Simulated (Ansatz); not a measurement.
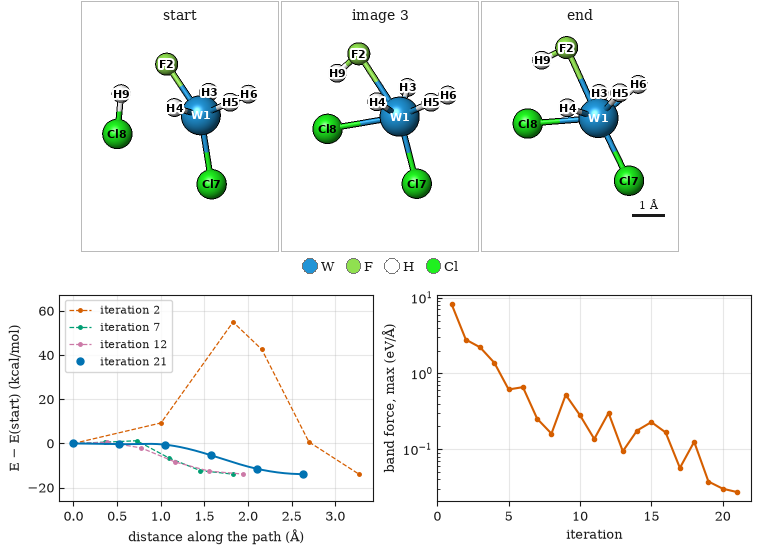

NEB run on WH$_{5}$Cl$_{2}$F. Images are numbered from 0 (start) to 5 (end). The plot follows the band through its iterations. The picture is a ball-and-stick view, seen at a tilt.

The calculation used Ansatz, RKS PBE/def2-SVP. Run with 4 movable images; no climbing image; force threshold 0.03 eV/Å; iteration limit 60; starting path through a guess of the saddle point.

Judge this run.

Answer. The run is converged, with reservations. The band converged in 21 iterations. The largest component of the band force went from 8.2 to 0.027 eV/Å. The first iteration put the highest image at 93.8 kcal/mol. No barrier shows: the energy is highest at the start, and the end lies 13.9 kcal/mol below the start.

Cost: 6.1 min on 2 threads of Arm Neoverse N1 (shared host), peak memory 0.16 GiB.
